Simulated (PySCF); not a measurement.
# C5H8Si: NMR shifts at several levels of theory, part 2 of 2

PySCF 2.14.0. Atoms count from 0. Earlier steps stand in the parts before.

## Step 8: NMR shieldings: PBE0/aug-cc-pVDZ

The job: settings as JSON, then the geometry in Å.

```
{"job": {"kind": "nmr", "xc": "PBE0", "basis": "aug-cc-pVDZ", "pop": true}, "charge": 0, "multiplicity": 1}
C      3.002782    -0.593585     0.653275
C      1.804313    -0.564860     0.823948
C      0.359755    -0.516950     1.013106
C     -0.323838     0.560025     0.187473
C     -1.846870     0.472563     0.006361
Si    -0.872771     0.275281    -1.572676
H      4.066118    -0.618348     0.503980
H     -0.065177    -1.506520     0.766367
H      0.141017    -0.360700     2.085944
H      0.047981     1.568256     0.409907
H     -2.330715    -0.418248     0.425119
H     -2.425391     1.384604     0.188460
H     -0.740648    -1.088935    -2.142066
H     -0.820867     1.391702    -2.547975
```

Method: GIAO PBE0/aug-cc-pVDZ NMR shielding, non-relativistic, gas phase.

Output:

```text
coarse grid: 12016 points
cycle   1  E = -484.3084278104  dE =  6.701e-01  |g| = 4.154e-01  |ddm| = 1.470e+01
cycle   2  E = -484.2808184871  dE =  2.761e-02  |g| = 5.117e-01  |ddm| = 2.969e+00
cycle   3  E = -484.3572071458  dE = -7.639e-02  |g| = 8.501e-02  |ddm| = 1.475e+00
cycle   4  E = -484.3590730493  dE = -1.866e-03  |g| = 3.218e-02  |ddm| = 3.088e-01
cycle   5  E = -484.3592484818  dE = -1.754e-04  |g| = 2.061e-02  |ddm| = 1.436e-01
cycle   6  E = -484.3593565522  dE = -1.081e-04  |g| = 2.233e-03  |ddm| = 4.295e-02
cycle   7  E = -484.3593578104  dE = -1.258e-06  |g| = 6.159e-04  |ddm| = 8.451e-03
final grid: 110944 points
cycle   8  E = -484.3732859967  dE = -2.698e-05  |g| = 6.732e-03  |ddm| = 2.593e-01
cycle   9  E = -484.3732737964  dE =  1.220e-05  |g| = 9.365e-03  |ddm| = 4.841e-02
cycle  10  E = -484.3732983123  dE = -2.452e-05  |g| = 1.753e-03  |ddm| = 2.402e-02
cycle  11  E = -484.3732991090  dE = -7.967e-07  |g| = 4.523e-04  |ddm| = 5.460e-03
cycle  12  E = -484.3732991583  dE = -4.930e-08  |g| = 1.358e-04  |ddm| = 1.383e-03
cycle  13  E = -484.3732991630  dE = -4.763e-09  |g| = 1.936e-05  |ddm| = 4.048e-04
cycle  14  E = -484.3732991632  dE = -1.144e-10  |g| = 6.760e-06  |ddm| = 9.047e-05
converged SCF energy = -484.3732991632

GIAO shielding tensors (ppm)
atom      isotropic    diamagn.    paramagn.     s11        s22        s33       span
  0 C      130.066     254.231    -124.166     67.241     67.407    255.549    188.308
  1 C      114.163     265.184    -151.021     19.857     27.747    294.885    275.027
  2 C      170.809     230.780     -59.972    151.553    169.432    191.441     39.889
  3 C      184.450     197.467     -13.017    155.008    179.882    218.460     63.452
  4 C      195.526     206.962     -11.436    166.507    201.808    218.263     51.756
  5 Si     541.199     888.500    -347.300    442.429    470.691    710.479    268.050
  6 H       29.664      32.969      -3.305     24.539     24.807     39.644     15.105
  7 H       29.792      26.579       3.213     24.903     30.121     34.352      9.449
  8 H       28.360      23.829       4.531     22.478     28.312     34.289     11.810
  9 H       30.220      32.589      -2.369     24.431     28.688     37.541     13.110
 10 H       31.244      30.968       0.276     26.156     28.382     39.194     13.039
 11 H       30.609      31.249      -0.641     25.272     26.335     40.219     14.946
 12 H       28.691      28.601       0.090     23.701     26.871     35.502     11.801
 13 H       28.497      27.700       0.797     23.335     25.845     36.311     12.976
```

Wall time 30 s (1 thread of Arm Neoverse V1, shared host); peak memory 0.94 GiB.

In short: δ C1 81.0, C0 65.1, C2 24.3, C3 10.7, H8 3.04, H13 2.90 ppm.

## Step 9: Nuclear shieldings: PBE0/IGLO-III

Settings changed since step 8:

```diff
@@ -1,2 +1,2 @@
-{"job": {"kind": "nmr", "xc": "PBE0", "basis": "aug-cc-pVDZ", "pop": true}, "charge": 0, "multiplicity": 1}
+{"job": {"kind": "nmr", "xc": "PBE0", "basis": "IGLO-III", "pop": true}, "charge": 0, "multiplicity": 1}
 C      3.002782    -0.593585     0.653275
```

Level: GIAO PBE0/IGLO-III NMR shielding, non-relativistic, gas phase.

Output:

```text
coarse grid: 12016 points
cycle   1  E = -484.3805028432  dE =  6.121e-01  |g| = 4.742e-01  |ddm| = 2.636e+00
cycle   2  E = -484.3498826523  dE =  3.062e-02  |g| = 5.626e-01  |ddm| = 8.171e-01
cycle   3  E = -484.4343495547  dE = -8.447e-02  |g| = 1.008e-01  |ddm| = 5.186e-01
cycle   4  E = -484.4366513105  dE = -2.302e-03  |g| = 4.266e-02  |ddm| = 9.818e-02
cycle   5  E = -484.4369995876  dE = -3.483e-04  |g| = 2.242e-02  |ddm| = 2.823e-02
cycle   6  E = -484.4371200003  dE = -1.204e-04  |g| = 3.990e-03  |ddm| = 1.114e-02
cycle   7  E = -484.4371236035  dE = -3.603e-06  |g| = 6.786e-04  |ddm| = 2.931e-03
final grid: 110944 points
cycle   8  E = -484.4401785962  dE = -8.127e-05  |g| = 6.792e-03  |ddm| = 7.247e-02
cycle   9  E = -484.4401684270  dE =  1.017e-05  |g| = 8.935e-03  |ddm| = 1.180e-02
cycle  10  E = -484.4401891315  dE = -2.070e-05  |g| = 1.809e-03  |ddm| = 6.945e-03
cycle  11  E = -484.4401898687  dE = -7.372e-07  |g| = 7.144e-04  |ddm| = 1.187e-03
cycle  12  E = -484.4401899766  dE = -1.079e-07  |g| = 2.629e-04  |ddm| = 4.231e-04
cycle  13  E = -484.4401899940  dE = -1.732e-08  |g| = 2.769e-05  |ddm| = 1.769e-04
cycle  14  E = -484.4401899941  dE = -1.722e-10  |g| = 7.848e-06  |ddm| = 2.520e-05
converged SCF energy = -484.4401899941

GIAO shielding tensors (ppm)
atom      isotropic    diamagn.    paramagn.     s11        s22        s33       span
  0 C      111.098     268.862    -157.763     39.428     40.867    252.999    213.571
  1 C       94.490     251.884    -157.394     -9.755     -2.442    295.667    305.422
  2 C      158.701     248.421     -89.721    138.510    157.341    180.251     41.742
  3 C      173.930     244.954     -71.024    143.336    168.291    210.164     66.829
  4 C      184.597     251.341     -66.744    153.629    191.037    209.124     55.495
  5 Si     478.904     890.359    -411.455    370.797    393.152    672.763    301.966
  6 H       29.655      30.603      -0.949     24.473     24.735     39.756     15.283
  7 H       29.763      30.776      -1.013     24.819     30.171     34.300      9.481
  8 H       28.368      28.189       0.179     22.406     28.380     34.318     11.911
  9 H       30.189      30.724      -0.535     24.393     28.724     37.451     13.058
 10 H       31.192      30.395       0.797     26.142     28.310     39.124     12.982
 11 H       30.554      29.606       0.948     25.219     26.286     40.157     14.938
 12 H       28.639      30.686      -2.047     23.849     26.881     35.187     11.338
 13 H       28.445      30.204      -1.758     23.490     25.849     35.997     12.507
```

Run time: 50 s. Hardware: 1 thread of Arm Neoverse V1, shared host; peak memory 1.1 GiB.

Key values: δ C1 89.3, C0 72.7, C2 25.1, C3 9.8, H8 3.01, H13 2.93 ppm.

## Step 10: Nuclear shieldings: PBE0/pcSseg-0

Settings changed since step 9:

```diff
@@ -1,2 +1,2 @@
-{"job": {"kind": "nmr", "xc": "PBE0", "basis": "IGLO-III", "pop": true}, "charge": 0, "multiplicity": 1}
+{"job": {"kind": "nmr", "xc": "PBE0", "basis": "pcSseg-0", "pop": true}, "charge": 0, "multiplicity": 1}
 C      3.002782    -0.593585     0.653275
```

Method: GIAO PBE0/pcSseg-0 NMR shielding, non-relativistic, gas phase.

Output:

```text
coarse grid: 12016 points
cycle   1  E = -483.5416837708  dE =  5.757e-01  |g| = 3.119e-01  |ddm| = 4.220e+00
cycle   2  E = -483.5328929940  dE =  8.791e-03  |g| = 3.622e-01  |ddm| = 1.062e+00
cycle   3  E = -483.5706073128  dE = -3.771e-02  |g| = 5.324e-02  |ddm| = 6.966e-01
cycle   4  E = -483.5713693707  dE = -7.621e-04  |g| = 1.379e-02  |ddm| = 1.086e-01
cycle   5  E = -483.5714156910  dE = -4.632e-05  |g| = 5.412e-03  |ddm| = 2.288e-02
cycle   6  E = -483.5714226950  dE = -7.004e-06  |g| = 1.528e-03  |ddm| = 6.936e-03
final grid: 110944 points
cycle   7  E = -483.5831898650  dE = -1.652e-05  |g| = 4.828e-03  |ddm| = 2.255e-02
cycle   8  E = -483.5831804141  dE =  9.451e-06  |g| = 7.860e-03  |ddm| = 1.296e-02
cycle   9  E = -483.5831952484  dE = -1.483e-05  |g| = 1.620e-03  |ddm| = 8.314e-03
cycle  10  E = -483.5831959079  dE = -6.595e-07  |g| = 2.751e-04  |ddm| = 2.186e-03
cycle  11  E = -483.5831959304  dE = -2.247e-08  |g| = 6.322e-05  |ddm| = 5.898e-04
cycle  12  E = -483.5831959315  dE = -1.051e-09  |g| = 1.529e-05  |ddm| = 8.886e-05
cycle  13  E = -483.5831959315  dE = -6.230e-11  |g| = 3.682e-06  |ddm| = 2.356e-05
converged SCF energy = -483.5831959315

GIAO shielding tensors (ppm)
atom      isotropic    diamagn.    paramagn.     s11        s22        s33       span
  0 C      113.240     270.317    -157.078     42.405     42.587    254.727    212.321
  1 C      103.206     279.661    -176.455      3.023      9.600    296.995    293.972
  2 C      168.802     238.359     -69.556    148.427    167.697    190.282     41.856
  3 C      186.170     251.520     -65.350    155.464    181.986    221.060     65.596
  4 C      192.891     256.966     -64.074    160.683    200.972    217.019     56.336
  5 Si     504.105     879.206    -375.101    389.740    432.880    689.695    299.956
  6 H       30.769      29.628       1.141     26.000     26.308     39.998     13.998
  7 H       31.400      28.146       3.254     26.129     31.623     36.448     10.319
  8 H       30.046      27.651       2.395     23.598     29.678     36.862     13.264
  9 H       31.766      32.087      -0.321     25.329     30.028     39.940     14.611
 10 H       32.384      31.108       1.276     26.953     29.072     41.128     14.175
 11 H       31.719      31.951      -0.232     26.234     26.905     42.017     15.783
 12 H       30.252      29.271       0.981     25.506     28.596     36.654     11.148
 13 H       30.083      29.876       0.206     25.142     27.391     37.715     12.573
```

It took 6.4 s on 1 thread of Arm Neoverse V1, shared host; peak memory 0.48 GiB.

This run: δ C1 90.3, C0 80.3, C2 24.7, C3 7.3, H8 2.79, H13 2.75 ppm.

## Step 11: Side by side: NMR shifts

Shifts (ppm) of some atoms, chosen among heavy atoms and hydrogens apart, with basis size and wall time:

| run | C1 | C0 | C2 | C3 | H6 | H11 | Si5 | functions | time |
| --- | --- | --- | --- | --- | --- | --- | --- | --- | --- |
| PBE0/6-31G* | 75.2 | 64.7 | 23.3 | 8.7 | 1.63 | 0.86 | -102.3 | 104 | 12 s |
| PBE0/6-311+G(2d,p) | 87.3 | 70.9 | 23.7 | 9.7 | 1.70 | 0.79 | -133.8 | 218 | 34 s |
| PBE0/def2-SVP | 80.4 | 67.8 | 21.9 | 7.8 | 1.52 | 0.65 | -119.6 | 128 | 15 s |
| PBE0/def2-TZVP | 87.4 | 70.6 | 24.7 | 9.7 | 1.69 | 0.81 | -137.5 | 240 | 52 s |
| PBE0/cc-pVDZ | 80.8 | 68.2 | 24.7 | 10.6 | 1.62 | 0.74 | -118.5 | 128 | 18 s |
| PBE0/cc-pVTZ | 86.4 | 71.0 | 24.6 | 9.7 | 1.63 | 0.80 | -128.6 | 296 | 56 s |
| PBE0/aug-cc-pVDZ | 81.0 | 65.1 | 24.3 | 10.7 | 1.73 | 0.79 | -124.5 | 214 | 30 s |
| PBE0/IGLO-III | 89.3 | 72.7 | 25.1 | 9.8 | 1.72 | 0.82 | -133.6 | 299 | 50 s |
| PBE0/pcSseg-0 | 90.3 | 80.3 | 24.7 | 7.3 | 2.06 | 1.11 | -155.6 | 74 | 6.4 s |

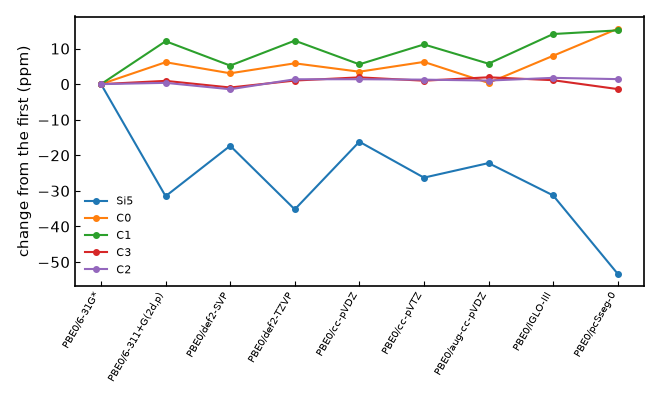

How five of the tabulated atoms move from run to run.

## Step 12: Outcome

What follows sums up all 2 parts.

| quantity | value |
| --- | --- |
| 13C shifts against TMS (PBE0/6-31G*) | 75.2, 64.7, 23.3, 8.7, 0.8 ppm |
| 1H shifts against TMS (PBE0/6-31G*) | 2.94, 2.82, 2.82, 1.63, 1.56, 1.29, 0.86, 0.29 ppm |
| 29Si shifts against TMS (PBE0/6-31G*) | -102.3 ppm |
| range of the shift of Si5 | -155.6 to -102.3 ppm |

Single values in the summary come from the first run of each kind that ended normally (PBE0/6-31G*), which need not be the best level. At PBE0/6-31G*: Shielding is most anisotropic at Si5 (span 286 ppm, paramagnetic term -363 ppm). Across the 9 runs the shift of Si5 moves most, between -155.6 (PBE0/pcSseg-0) and -102.3 ppm (PBE0/6-31G*).
